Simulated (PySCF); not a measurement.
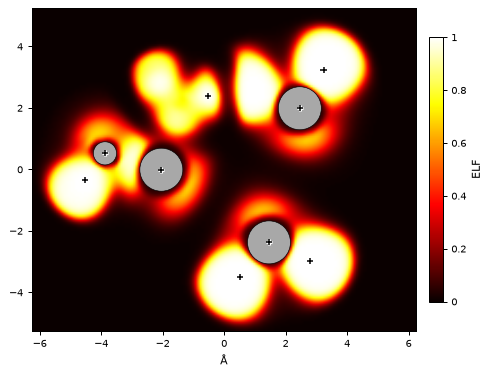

The electron localisation function on a plane through atoms (crosses mark nuclei in the plane; grey discs cover the cores).

Level of theory: PBE0-D3(BJ)/def2-SVP, SCF density, gas phase (PySCF 2.14.0).

Candidates:
A. C₈H₁₂ClGaN₄ (SMILES [Cl][Ga].CC#N.CC#N.CC#N.CC#N)
B. CH₁₇Si₉···H₂O (charge +1)
C. C₂BeF₃O₂···C₄H₁₂N (charge +2)

Which candidate gave the map?

Candidate B: CH₁₇Si₉···H₂O on the plane of atoms H25, Si10 and H26, which holds Si, C and H. C–Si (1.91 Å): the ELF peaks at about 0.95 between the atoms: a shared electron pair.
